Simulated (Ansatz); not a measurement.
# MP2/STO-3G run of [NO3]− (nitrate)

What is the vertical ionisation energy of [NO3]− (nitrate) at MP2/STO-3G? 

The results are computed with Ansatz 0.2.0.

9 further runs of the same task are left out: 7 that didn't finish, 2 set aside as unsound or not needed.

### Step 1. The structure to begin with

[NO3]− has 4 atoms, charge -1, and is taken as a singlet. SMILES: `O=[N+]([O-])[O-]`. The shape is that of a GFN2-xTB optimisation.

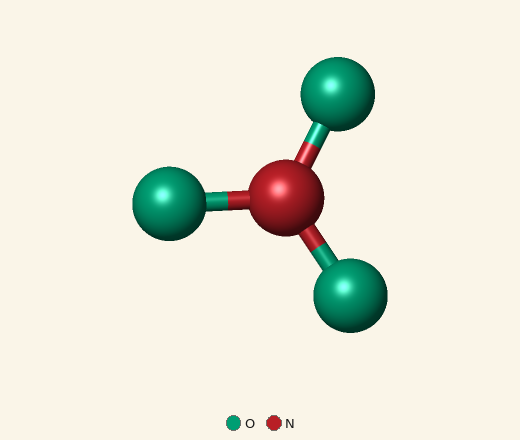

The structure, seen from a chosen angle (oxygen teal, nitrogen red).

### Step 2. A single-point energy at MP2/STO-3G

File job.yaml:

```yaml
crystal:
  periodic: [false, false, false]
  atoms:
    - {symbol: O, position_ang: [0.295750, 0.520330, 1.080370]}
    - {symbol: "N", position_ang: [-0.005970, -0.003400, 0.003140]}
    - {symbol: O, position_ang: [0.467940, -1.101740, -0.303400]}
    - {symbol: O, position_ang: [-0.757710, 0.584820, -0.780120]}
basis:
  gaussian: {orbitals: STO-3G}
total_charge: -1
correlation: {method: mp2, frozen_orbitals: {"N": 1, O: 1}}
accuracy: high
```

The run is started by

```bash
ansatz run job.yaml --threads 1 --pin off --max-ram 2610MiB --events-out events.jsonl --progress --plain --runs-dir runs
```

Standard output:

```text
Warning: RAYON_NUM_THREADS=1 ignored (pool sized by the plan → 1); use --threads N
Functional definition: HF
  name "HF"
  exchange = exact_x
  correlation = 0
369 factors; integrals over basis functions are off by at most 3.0e-8 eV
mean field evaluation 1: about -7471.7142 eV, gradient 6.2e1 eV
mean field evaluation 2: about -7471.9054 eV, gradient 6.2e1 eV
mean field evaluation 4: about -7481.4691 eV, gradient 1.5e0 eV
mean field evaluation 8: about -7481.4697 eV, gradient 2.8e-4 eV
mean field -7481.46968265 eV, -274.9389397151 hartree, gradient 9.8e-9 eV, S^2 0.000000; 0 other end points of the search recorded, 0 dependent functions left out
4 core orbitals not correlated: weight in the atoms' cores, before any rotation towards them, 1.000 or more for the frozen orbitals, at most 0.000 for the correlated occupied ones
reference -7481.46968265 eV, -274.9389397151 hartree; 12, 12 occupied and 4, 4 virtual orbitals, 369 factors
second order -5.00437248 eV of doubles, -0.00000000 eV of singles
Total energy: -7486.47405513 eV, -275.1228470116 hartree
```

It took 0.12 s on 1 thread of Arm Neoverse V1, shared host.

### Step 3. Doublet neutral NO3

File run.yaml:

```yaml
crystal:
  periodic: [false, false, false]
  atoms:
    - {symbol: O, position_ang: [0.295750, 0.520330, 1.080370]}
    - {symbol: N, position_ang: [-0.005970, -0.003400, 0.003140]}
    - {symbol: O, position_ang: [0.467940, -1.101740, -0.303400]}
    - {symbol: O, position_ang: [-0.757710, 0.584820, -0.780120]}
basis:
  gaussian: {orbitals: STO-3G}
correlation: {method: mp2, frozen_orbitals: {"N": 1, O: 1}}
magnetization: {spin_polarized: true, initial_magnetization: 1}
accuracy: high
```

The run is started by

```bash
ansatz run run.yaml --threads 1 --pin off --max-ram 2610MiB --events-out events.jsonl --progress --plain --runs-dir runs
```

Standard output (excerpt; [...] marks lines left out):

```text
Warning: RAYON_NUM_THREADS=1 ignored (pool sized by the plan → 1); use --threads N
[... 2 set-up lines as earlier in the session ...]
[...]
369 factors; integrals over basis functions are off by at most 3.0e-8 eV
[...]
mean field -7485.71433913 eV, -275.0949279636 hartree, gradient 1.2e-8 eV, S^2 1.553217; 12 other end points of the search recorded, 0 dependent functions left out
4 core orbitals not correlated: weight in the atoms' cores, before any rotation towards them, 1.000 or more for the frozen orbitals, at most 0.000 for the correlated occupied ones
reference -7485.71433913 eV, -275.0949279636 hartree; 12, 11 occupied and 4, 5 virtual orbitals, 369 factors
second order -2.72613671 eV of doubles, -0.00000000 eV of singles
Total energy: -7488.44047584 eV, -275.1951116397 hartree
```

Wall time 0.7 s (1 thread of Arm Neoverse V1, shared host).

### Step 4. Summary of results

At MP2/STO-3G, 4 core orbitals frozen:

| quantity | value |
| --- | --- |
| singlet [NO3]−: total energy | -275.12285 Eh |
| singlet [NO3]−: correlation energy (4 core orbitals frozen) | -183.9 mEh |
| doublet neutral NO3: total energy | -275.19511 Eh |
| doublet neutral NO3: correlation energy (4 core orbitals frozen) | -100.2 mEh |
| doublet neutral NO3: ⟨S²⟩ of the reference determinant | 1.553 |
| vertical detachment energy (to the doublet neutral) | -1.966 eV |

The species is unbound against losing an electron at this level, by 1.97 eV (−45 kcal/mol); missing correlation or diffuse functions can give that sign where the real anion is bound. In a minimal basis such a difference can be off by several eV, whatever the method. ⟨S²⟩ (doublet neutral NO3) is 1.55 where a pure doublet has 0.75: the reference is spin-contaminated.
